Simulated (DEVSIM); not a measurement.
System: Si p-n junction from an implanted or diffused profile, at 400 K.

| layer (left to right) | material | thickness (μm) | Nd (cm⁻³) | τn (s) | τp (s) |
|---|---|---|---|---|---|
| 1 | Si | 170 | 1.8e14 | 3.1e-6 | 3.1e-6 |

Added acceptor profile: 1.9e17 cm⁻³ × exp(−(x − 0 μm)²/(2·(0.034 μm)²)). Left contact: ohmic. Right contact: ohmic. Voltage is applied to the left contact. Recombination: SRH at mid-gap, Auger. Gap narrowing is on: ΔEg = 6.92 meV × (l + √(l² + 0.5)), l = ln(N/1.3e17 cm⁻³), shared equally by both band edges. Mobility is constant in doping.

Constants are typed, rounded textbook-type inputs, not results; the design itself was drawn at random and stands for no fabricated device. Values at 300 K; Nc and Nv go as T^1.5, mobilities as T to minus their exponent, the gap by Varshni's rule with the affinity fixed.

| parameter | Si |
|---|---|
| gap (eV) | 1.124 |
| affinity (eV) | 4.05 |
| permittivity | 11.7 |
| Nc (cm⁻³) | 2.86e19 |
| Nv (cm⁻³) | 3.1e19 |
| μn (cm²/Vs) | 1417 |
| μp (cm²/Vs) | 470 |
| T exponent of μn | 2.3 |
| T exponent of μp | 2.2 |
| Cn (cm⁶/s) | 2.8e-31 |
| Cp (cm⁶/s) | 9.9e-32 |
| Varshni α (eV/K) | 0.000473 |
| Varshni β (K) | 636 |

Model (solved in DEVSIM): 1D drift-diffusion, Boltzmann statistics, complete ionisation; no tunnelling, impact ionisation, image-force lowering or self-heating.

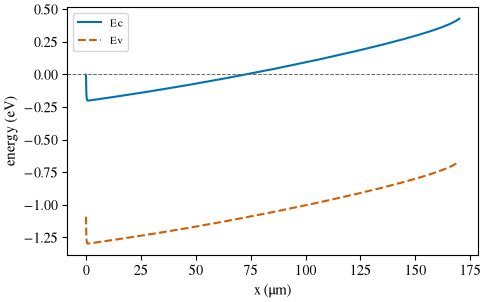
Figure: Band edges at 0.9 V on the left contact

Energies count from the Fermi level of the right contact; mesh points crowd at the junctions.

```
x (μm)   Ec (eV)  Ev (eV)  n (cm⁻³)  p (cm⁻³)  field (V/cm)
-------  -------  -------  --------  --------  ------------
0.000     -0.002   -1.091     2.2e8    1.9e17         -3200
0.02376   -0.012   -1.103    1.1e12    1.3e17         -7300
0.05236   -0.040   -1.135    4.4e12    5.3e16        -13000
0.08228   -0.078   -1.173    1.5e13    1.7e16        -12000
0.1224    -0.115   -1.211    4.8e13    5.7e15         -7300
0.1523    -0.134   -1.230    8.4e13    3.3e15         -5300
0.2005    -0.155   -1.251    1.5e14    1.8e15         -3500
0.3826    -0.189   -1.285    4.3e14    6.7e14          -900
0.7917    -0.200   -1.297    6.2e14    4.6e14           -30
1.771     -0.199   -1.295    6.3e14    4.5e14            24
4.177     -0.193   -1.289    6.2e14    4.4e14            24
13.95     -0.169   -1.265    5.9e14    4.1e14            25
35.53     -0.112   -1.208    5.4e14    3.6e14            28
85.00      0.040   -1.056    4.5e14    2.7e14            34
145.0      0.273   -0.824    3.4e14    1.6e14            46
159.8      0.348   -0.748    2.9e14    1.1e14            59
165.9      0.389   -0.708    2.4e14    6.2e13            77
168.4      0.410   -0.686    2.1e14    3.0e13            97
169.6      0.422   -0.674    1.9e14    1.0e13           120
169.8      0.426   -0.671    1.8e14    4.1e12           120
169.9      0.427   -0.669    1.8e14    1.5e12           120
170.0      0.428   -0.669    1.8e14    1.8e11           120
```
